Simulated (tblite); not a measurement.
Geometry relaxation, with input and output: Zn₂H₃BrO₃

System: Zn₂H₃BrO₃.
Method: GFN2-xTB geometry optimisation, gas phase (tblite 0.8.0).

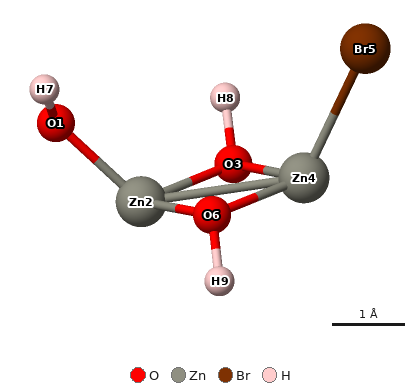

The starting structure (ball-and-stick view, seen at a tilt; atoms are numbered from 1 in the order of the input). Sticks mark near contacts.

**Summary**

| quantity | value |
| --- | --- |
| outcome | converged |
| total energy | −517.6092 eV |
| hardware | 1 CPU thread, shared host |
| wall time | 0.68 s |
| peak memory | 0.17 GiB |

**The input**
```
{"job": {"kind": "relax", "xc": "GFN2-xTB", "basis": "xTB"}, "charge": 0, "multiplicity": 1}
O     -0.835034     1.991320    -0.980768
Zn    -1.509487     0.768702    -0.144390
O     -1.904987    -0.558633    -1.056550
Zn    -0.851129    -1.462423    -0.178004
Br     0.750565    -2.232405    -1.311536
O     -0.459554    -0.139933     0.723687
H      0.104773     2.214177    -0.930122
H     -1.665551    -0.442552    -2.001157
H     -0.706183    -0.245330     1.660009
```

The first line tells a small driver script what to run in tblite; the rest is the geometry in Å.

Command:
```bash
OMP_NUM_THREADS=1 python <driver script> task.json out
```

**What the program printed**
```
step      E/eV     max force
  0    -515.07112    5.155
  1    -515.90906    2.719
  2    -516.60544    1.330
  3    -516.87522    0.847
  4    -516.93315    0.730
  5    -516.96920    0.680
  6    -517.02835    0.656
  7    -517.09189    0.517
  8    -517.13483    0.559
  9    -517.15621    0.371
 10    -517.16712    0.306
 11    -517.17890    0.323
 12    -517.19707    0.558
 13    -517.21890    0.688
 14    -517.23955    0.503
 15    -517.25135    0.251
 16    -517.25938    0.246
 17    -517.26533    0.352
 18    -517.27185    0.498
 19    -517.28255    0.518
 20    -517.30279    0.354
 21    -517.31392    0.286
 22    -517.32003    0.471
 23    -517.33091    0.294
 24    -517.35444    0.370
 25    -517.38385    0.502
 26    -517.39243    0.723
 27    -517.40112    0.637
 28    -517.41129    0.268
 29    -517.41762    0.238
 30    -517.43833    0.346
 31    -517.44665    0.309
 32    -517.45038    0.235
 33    -517.45226    0.130
 34    -517.45369    0.123
 35    -517.45538    0.179
 36    -517.45771    0.160
 37    -517.46048    0.184
 38    -517.46364    0.180
 39    -517.46696    0.205
 40    -517.47162    0.229
 41    -517.47670    0.258
 42    -517.48244    0.265
 43    -517.49038    0.309
 44    -517.49868    0.266
 45    -517.50905    0.335
 46    -517.51855    0.273
 47    -517.52537    0.351
 48    -517.52609    0.330
 49    -517.53030    0.134
 50    -517.53357    0.160
 51    -517.53657    0.162
 52    -517.53978    0.152
 53    -517.54176    0.186
 54    -517.54331    0.111
 55    -517.54475    0.159
 56    -517.54628    0.102
 57    -517.54803    0.177
 58    -517.55084    0.203
 59    -517.55554    0.349
 60    -517.56061    0.369
 61    -517.56605    0.303
 62    -517.57321    0.230
 63    -517.58190    0.371
 64    -517.59125    0.298
 65    -517.59516    0.395
 66    -517.59090    0.677
 67    -517.60059    0.127
 68    -517.60214    0.089
 69    -517.60423    0.108
 70    -517.60446    0.207
 71    -517.60508    0.084
 72    -517.60542    0.067
 73    -517.60575    0.062
 74    -517.60592    0.076
 75    -517.60605    0.075
 76    -517.60626    0.062
 77    -517.60650    0.038
 78    -517.60675    0.029
 79    -517.60688    0.026
 80    -517.60698    0.036
 81    -517.60713    0.048
 82    -517.60741    0.057
 83    -517.60777    0.047
 84    -517.60795    0.099
 85    -517.60820    0.036
 86    -517.60826    0.027
 87    -517.60832    0.025
 88    -517.60837    0.019
 89    -517.60846    0.017
 90    -517.60856    0.027
 91    -517.60866    0.037
 92    -517.60874    0.036
 93    -517.60883    0.031
 94    -517.60894    0.021
 95    -517.60900    0.022
 96    -517.60903    0.025
 97    -517.60906    0.028
 98    -517.60909    0.024
 99    -517.60912    0.027
100    -517.60915    0.024
101    -517.60917    0.015
102    -517.60920    0.010
103    -517.60921    0.007
```

**Trajectory as extended XYZ (Å, eV, eV/Å), 11 of the 27 frames kept, from step=0 to step=103**
```
9
Properties=species:S:1:pos:R:3:forces:R:3 step=0 energy=-515.07112
O    -0.8350    1.9913   -0.9808    0.7990   1.4540  -0.9490
Zn   -1.5095    0.7687   -0.1444   -1.2630   3.4830  -0.0920
O    -1.9050   -0.5586   -1.0566   -3.1040  -0.6320  -3.5470
Zn   -0.8511   -1.4624   -0.1780    0.6130  -3.5520   0.2970
Br    0.7506   -2.2324   -1.3115    1.5200  -1.1500  -1.0300
O    -0.4596   -0.1399    0.7237    1.9760   0.1730   4.7590
H     0.1048    2.2142   -0.9301   -0.5530  -0.0420   0.2180
H    -1.6656   -0.4426   -2.0012   -0.4240  -0.0260   0.1720
H    -0.7062   -0.2453    1.6600    0.4360   0.2920   0.1740
9
Properties=species:S:1:pos:R:3:forces:R:3 step=12 energy=-517.19707
O    -0.7970    2.2005   -1.1346    0.2450   0.2990  -0.1550
Zn   -1.5145    0.9660   -0.2564   -0.1890  -0.3750   0.3670
O    -2.0509   -0.5959   -1.1592   -0.0250   0.0070  -0.1510
Zn   -0.7007   -1.6558   -0.2485   -0.0150   0.0390   0.0790
Br    0.9559   -2.5011   -1.4465    0.0510  -0.1360   0.0320
O    -0.5899   -0.2131    1.0100    0.1550   0.0750  -0.0360
H     0.1090    2.3342   -0.8553   -0.0030   0.2060  -0.0040
H    -1.8801   -0.4563   -2.0958   -0.1870  -0.0880  -0.2030
H    -0.6083   -0.1856    1.9676   -0.0330  -0.0270   0.0720
9
Properties=species:S:1:pos:R:3:forces:R:3 step=20 energy=-517.30279
O    -0.7525    2.2330   -1.1127    0.1440   0.0530   0.1070
Zn   -1.4826    0.9340   -0.2419    0.2370   0.2600  -0.0370
O    -1.9575   -0.5856   -1.2385   -0.1760   0.0020  -0.2390
Zn   -0.6484   -1.5945   -0.3119    0.1490  -0.1680   0.0980
Br    0.9653   -2.6782   -1.3604    0.0270  -0.1110   0.0660
O    -0.5547   -0.2309    1.0407   -0.0280   0.1160  -0.1340
H     0.0934    2.5722   -0.8039   -0.3120  -0.0570   0.0340
H    -2.1312   -0.5530   -2.1899   -0.0160   0.0040   0.2180
H    -0.6083   -0.2040    1.9998   -0.0250  -0.1000  -0.1120
9
Properties=species:S:1:pos:R:3:forces:R:3 step=32 energy=-517.45038
O    -0.6863    2.4502   -1.0660   -0.1150  -0.0350   0.0170
Zn   -1.2684    0.9832   -0.4041    0.0790   0.0660   0.0260
O    -1.8528   -0.5678   -1.3175    0.0600   0.0450   0.0110
Zn   -0.5328   -1.6448   -0.4447    0.0310  -0.0240   0.0250
Br    0.9749   -3.1468   -1.0239   -0.0490  -0.0420  -0.0020
O    -0.3767   -0.2173    0.8552    0.0260  -0.0640  -0.2250
H    -0.1502    3.0279   -0.5270    0.0050   0.0100   0.0380
H    -2.4805   -0.6577   -2.0367   -0.0190  -0.0420  -0.0860
H    -0.7038   -0.3338    1.7459   -0.0180   0.0850   0.1960
9
Properties=species:S:1:pos:R:3:forces:R:3 step=40 energy=-517.47162
O    -0.7600    2.5271   -1.0020   -0.0730  -0.0180   0.0320
Zn   -1.2082    0.9783   -0.4240    0.0540   0.0970  -0.1090
O    -1.7905   -0.5510   -1.3773    0.0620  -0.0640  -0.0050
Zn   -0.5335   -1.6826   -0.4628   -0.0350  -0.0740   0.0300
Br    0.9090   -3.2723   -0.9618   -0.0450  -0.0280  -0.0030
O    -0.3465   -0.2677    0.8066    0.0160   0.2060  -0.0990
H    -0.2071    3.1031   -0.4759   -0.0380  -0.0640   0.0220
H    -2.4786   -0.6914   -2.0314    0.0070   0.0550  -0.0500
H    -0.6613   -0.2506    1.7098    0.0520  -0.1110   0.1830
9
Properties=species:S:1:pos:R:3:forces:R:3 step=52 energy=-517.53978
O    -1.0965    2.6693   -0.7556   -0.0580  -0.0860  -0.0610
Zn   -1.0649    0.9740   -0.5734   -0.0670  -0.0340  -0.0520
O    -1.5461   -0.5789   -1.5729   -0.0370   0.0210   0.0780
Zn   -0.6258   -1.7703   -0.3686    0.0490  -0.0010  -0.0480
Br    0.6095   -3.5354   -0.8521   -0.0500   0.0130   0.0560
O    -0.2938   -0.2208    0.7272    0.0070  -0.0030   0.0250
H    -0.3622    3.1429   -0.3743    0.0610   0.1180   0.0740
H    -2.3239   -0.6869   -2.1261    0.0440   0.0150  -0.0450
H    -0.3729   -0.1008    1.6770    0.0530  -0.0430  -0.0280
9
Properties=species:S:1:pos:R:3:forces:R:3 step=64 energy=-517.59125
O    -1.2465    2.6891   -0.7262    0.0860   0.1110   0.1060
Zn   -1.0316    1.0066   -0.6077   -0.0720  -0.1370  -0.0170
O    -1.5244   -0.5624   -1.5921   -0.1430   0.1560  -0.2040
Zn   -0.5466   -1.7110   -0.4710    0.0770  -0.2370   0.0570
Br    0.1675   -3.8025   -0.4658   -0.0400   0.0680  -0.0080
O    -0.1118   -0.1937    0.5903   -0.0650  -0.0370  -0.2880
H    -0.7509    3.2254   -0.1046   -0.0820  -0.0390  -0.1000
H    -2.0969   -0.6444   -2.3663    0.1730   0.0280   0.2070
H     0.0647   -0.1142    1.5245    0.0650   0.0890   0.2470
9
Properties=species:S:1:pos:R:3:forces:R:3 step=72 energy=-517.60542
O    -1.3314    2.6812   -0.6657    0.0270  -0.0050   0.0130
Zn   -1.0415    0.9995   -0.6159   -0.0010   0.0230   0.0010
O    -1.4899   -0.5429   -1.6112   -0.0190  -0.0020  -0.0460
Zn   -0.5395   -1.7382   -0.4565   -0.0070   0.0220  -0.0230
Br    0.0016   -3.8677   -0.3707   -0.0020  -0.0200  -0.0060
O    -0.0658   -0.1928    0.5416   -0.0230  -0.0020   0.0230
H    -0.8513    3.2353   -0.0512   -0.0270  -0.0270  -0.0260
H    -1.9721   -0.6174   -2.4400    0.0300   0.0020   0.0600
H     0.2134   -0.0641    1.4508    0.0220   0.0100   0.0030
9
Properties=species:S:1:pos:R:3:forces:R:3 step=84 energy=-517.60795
O    -1.3448    2.6771   -0.6824    0.0310  -0.0060   0.0270
Zn   -1.0546    0.9968   -0.5957   -0.0010   0.0250  -0.0070
O    -1.4667   -0.5408   -1.6164    0.0040   0.0190  -0.0100
Zn   -0.5123   -1.7295   -0.4686   -0.0070  -0.0420  -0.0090
Br   -0.0891   -3.8873   -0.3509   -0.0010   0.0150  -0.0020
O    -0.1050   -0.1990    0.5726    0.0460   0.0090   0.0870
H    -0.9268    3.2359   -0.0282   -0.0290  -0.0220  -0.0270
H    -1.9067   -0.6049   -2.4679    0.0020   0.0010   0.0220
H     0.3294   -0.0553    1.4186   -0.0430   0.0020  -0.0820
9
Properties=species:S:1:pos:R:3:forces:R:3 step=92 energy=-517.60874
O    -1.3351    2.6779   -0.6916   -0.0020  -0.0100  -0.0130
Zn   -1.0417    1.0005   -0.5944    0.0040  -0.0040  -0.0020
O    -1.4380   -0.5335   -1.6257   -0.0130  -0.0030  -0.0290
Zn   -0.5117   -1.7355   -0.4699   -0.0070   0.0020   0.0070
Br   -0.1033   -3.8949   -0.3544    0.0010   0.0040   0.0010
O    -0.1233   -0.2060    0.5879   -0.0020  -0.0100  -0.0210
H    -0.9609    3.2462   -0.0209   -0.0030  -0.0080   0.0080
H    -1.9139   -0.6086   -2.4571    0.0120   0.0180   0.0290
H     0.3513   -0.0533    1.4073    0.0090   0.0100   0.0210
9
Properties=species:S:1:pos:R:3:forces:R:3 step=103 energy=-517.60921
O    -1.3328    2.6736   -0.6997   -0.0010  -0.0040  -0.0010
Zn   -1.0234    1.0002   -0.6017    0.0020   0.0010  -0.0010
O    -1.4210   -0.5282   -1.6352   -0.0010  -0.0010   0.0020
Zn   -0.5225   -1.7367   -0.4637    0.0000  -0.0030  -0.0020
Br   -0.1175   -3.8962   -0.3440    0.0000   0.0020   0.0000
O    -0.1134   -0.2077    0.5851   -0.0020  -0.0010  -0.0040
H    -0.9954    3.2381   -0.0067    0.0010   0.0040   0.0030
H    -1.9174   -0.5971   -2.4542   -0.0010  -0.0010  -0.0030
H     0.3667   -0.0530    1.4013    0.0030   0.0030   0.0060
```
